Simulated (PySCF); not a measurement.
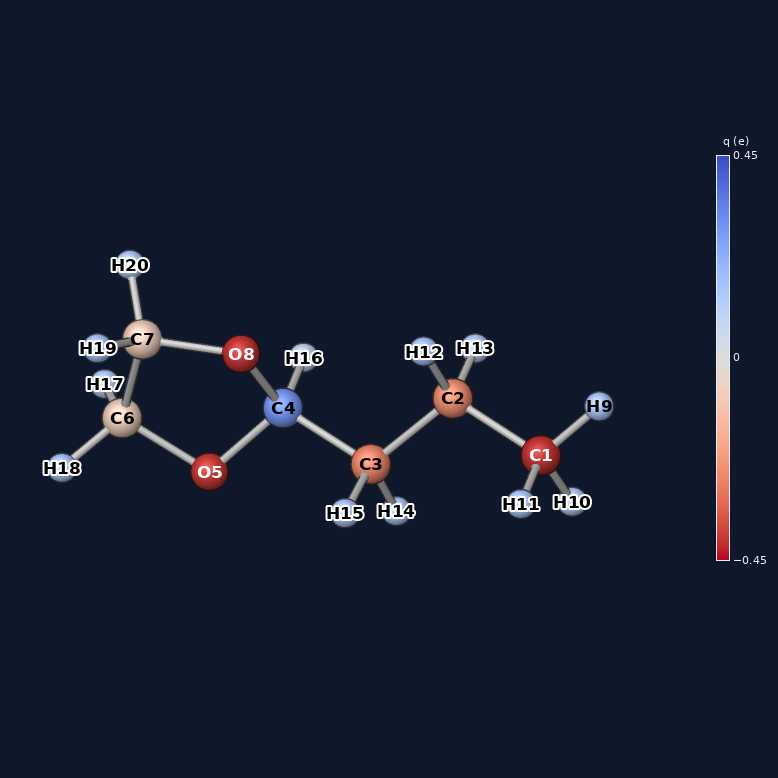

Atoms are coloured by their IAO charges. The geometry was computed by an optimisation with PBE0-D3(BJ)/def2-SVP. No frequency run is at hand to confirm it as a minimum. Properties computed with PBE0/pcSseg-1, gas phase (PySCF 2.14.0).

Give the IAO charges atom by atom.

| atom | value (e) |
| --- | --- |
| C1 | −0.41 |
| C2 | −0.25 |
| C3 | −0.26 |
| C4 | 0.28 |
| O5 | −0.40 |
| C6 | −0.08 |
| C7 | −0.08 |
| O8 | −0.40 |
| H9 | 0.14 |
| H10 | 0.13 |
| H11 | 0.13 |
| H12 | 0.14 |
| H13 | 0.12 |
| H14 | 0.14 |
| H15 | 0.14 |
| H16 | 0.09 |
| H17 | 0.12 |
| H18 | 0.15 |
| H19 | 0.15 |
| H20 | 0.13 |
